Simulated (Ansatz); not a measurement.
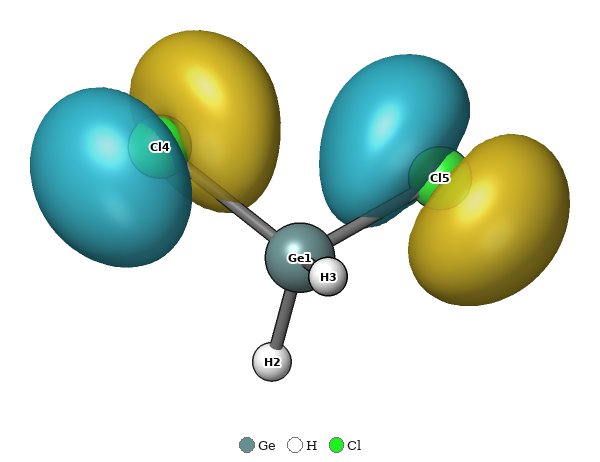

Figure 1: Cl$_{2}$GeH$_{2}$. The HOMO−1 at ±0.1 Å⁻³ᐟ² (yellow and cyan are the two phases), seen at a tilt.

Level of theory: UHF/def2-SVP in Ansatz.

```yaml
atoms:
  - { symbol: Ge, position_ang: [0.1055, -0.1022, -0.1004] }
  - { symbol: H, position_ang: [-0.4216, -1.2866, -0.8904] }
  - { symbol: H, position_ang: [1.5975, 0.1473, -0.2286] }
  - { symbol: Cl, position_ang: [-0.3484, -0.4230, 1.9797] }
  - { symbol: Cl, position_ang: [-0.9330, 1.6646, -0.7603] }
```

### Describe this orbital and give its energy.

Its weight (Hirshfeld) is mainly on Cl4 (about 45 %) and Cl5 (about 45 %); largely a combination of lone pairs on Cl4 and Cl5. Its energy is −12.39 eV.
